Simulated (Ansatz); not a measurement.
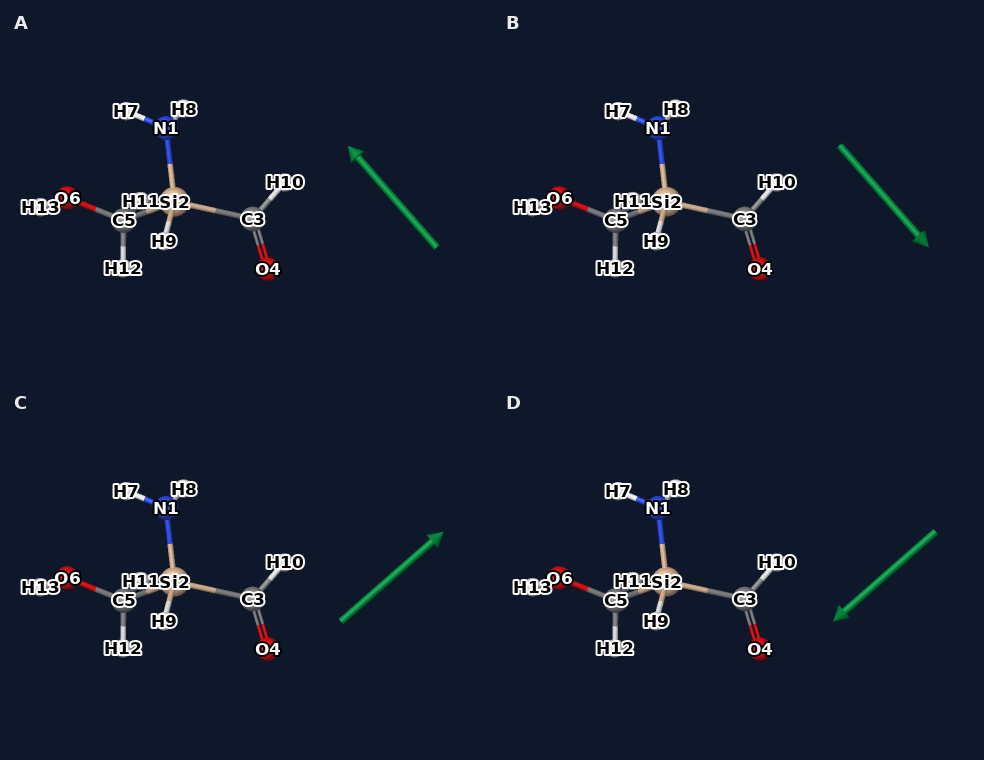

The same molecule four times, each with an arrow. Computed geometry: PBE0-D4/def2-TZVP optimisation. No frequency run is at hand to confirm it as a minimum. Level of theory: RKS B3LYP-D4/def2-TZVPP (Ansatz 0.2.0).

Which arrow points along the dipole moment, from the negative to the positive end?

A. The dipole moment is 2.73 D; it points from the side of O4 to the side of H7, H13 (the outermost atoms at the two ends).
